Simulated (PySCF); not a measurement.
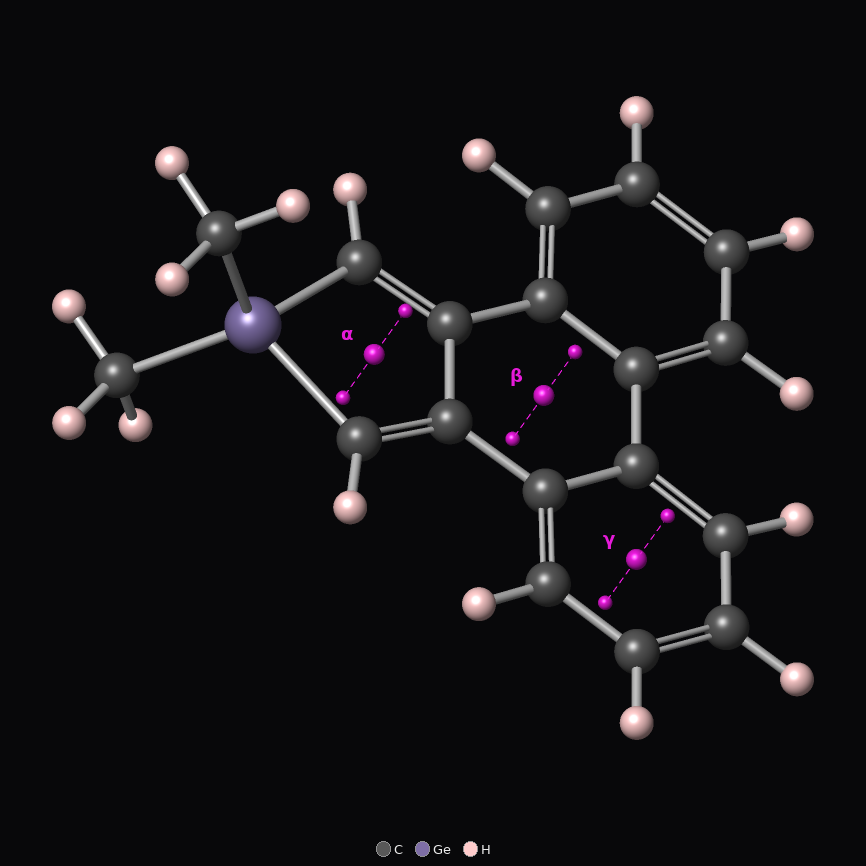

The small points mark where nucleus-independent chemical shifts (NICS) were computed: at the centre of each lettered ring and 1 Å above and below it. The computed structure is the end point of a GFN2-xTB optimisation. No frequency run is at hand to confirm it as a minimum. Level of theory: GIAO PBE0/pcSseg-1 NMR shielding, non-relativistic, gas phase (PySCF 2.14.0).

Give NICS(0), NICS(1) and the out-of-plane component NICS(1)zz for each ring (means of the two sides).

```json
{"ring": "α", "members": "C4Ge", "NICS(0)": "2.6", "NICS(1)": "−0.6", "NICS(1)zz": "6.6"}
{"ring": "β", "members": "C6", "NICS(0)": "6.8", "NICS(1)": "0.6", "NICS(1)zz": "9.6"}
{"ring": "γ", "members": "C6", "NICS(0)": "−5.7", "NICS(1)": "−9.1", "NICS(1)zz": "−21.0"}
```

Values in ppm.

### What do the values say about the ring currents?

Ring α: weak, as in a non-aromatic ring. Ring γ: diatropic, as in an aromatic ring. NICS is one index among several.

The geometry is semi-empirical. Around Ge such bond lengths and angles can be off by a tenth of an ångström or more and by several degrees, and values that hang on the shape move with them.
